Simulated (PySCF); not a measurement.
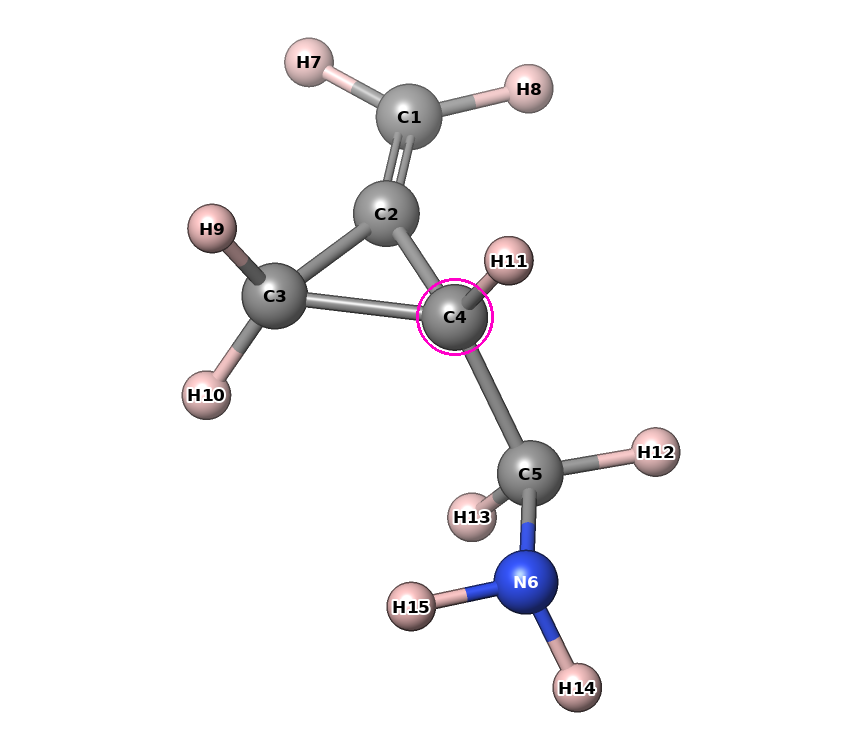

Depth is shown by fading: the farther an atom, the more it takes the colour of the background. Circles mark the stereogenic atoms. The computed structure is the end point of a PBE0-D3(BJ)/def2-SVP optimisation. No frequency run is at hand to confirm it as a minimum.

Give the R/S and E/Z labels.

Answer. C4: R (priorities C5 > C2 > C3 > H11).

Write the isomeric SMILES.

Answer. C=C1C[C@H]1CN
